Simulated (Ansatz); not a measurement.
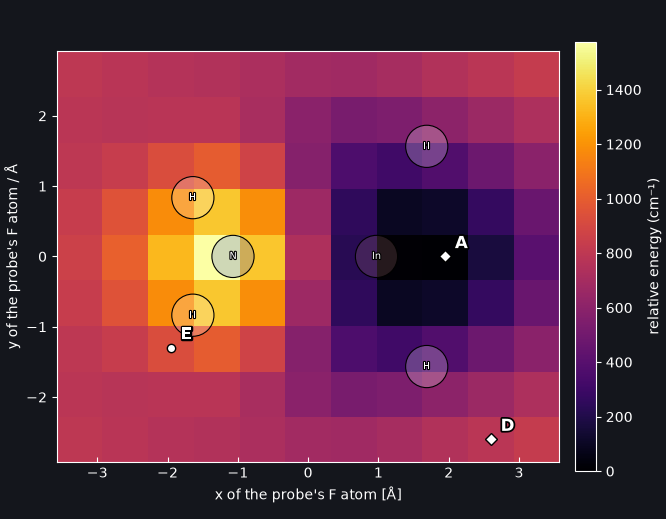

H₄InN (SMILES [NH2][InH2]) with the probe HF. The probe is moved over a plane parallel to the molecule's main plane, 2.70 Å above it. The first coordinate is: x of the probe's F atom; the second: y of the probe's F atom. Nothing is relaxed (molecule and probe rigid, the probe upright with F nearest the plane). The grid has 11 × 9 points. Points are written as (first, second). All energies are given in cm⁻¹ relative to the lowest grid point. Computed with Ansatz, RKS B3LYP-D4/def2-SVPD.

The picture shows one coloured cell a grid point, labelled circles for the molecule's atoms, projected on the plane, lettered points.

Is D the lowest point of the computed grid?

Answer. No. D lies 787 cm⁻¹ above the lowest grid point, which is at (1.95 Å, 0.00 Å).

What kind of point is each of A, E: minimum, saddle, maximum or slope?

Answer. A: minimum; E: on a slope. (In these two coordinates alone; a stationary point may lie a little off the grid point.)

Rank the lettered points by energy, lowest first.

Answer. A (0 cm⁻¹), D (787 cm⁻¹), E (929 cm⁻¹).
